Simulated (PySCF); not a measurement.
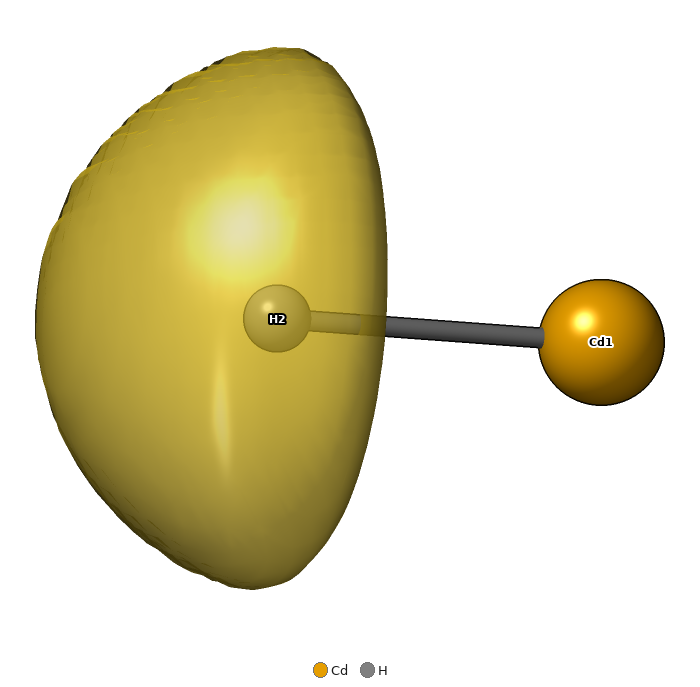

Figure. CdH (charge +1). Isosurface of the electron localisation function at 0.85 (yellow), seen from one side. Core shells and regions of very low density are left out.

Core potentials replace the inner electrons of Cd.

Theory: PBE0/def2-TZVP, non-relativistic Hamiltonian with scalar-relativistic core potentials where named, at a bond length of 1.665 Å (PySCF 2.14.0).

| atom | x (Å) | y (Å) | z (Å) |
| --- | --- | --- | --- |
| Cd | 0.0000 | 0.0000 | -0.0146 |
| H | 0.0000 | 0.0000 | 1.6504 |

What do the ELF domains correspond to?

The ELF exceeds this value in one region around a hydrogen nucleus. Along the contacts the grid gives the following. Cd–H (1.66 Å): the ELF climbs to about 1 towards the hydrogen.
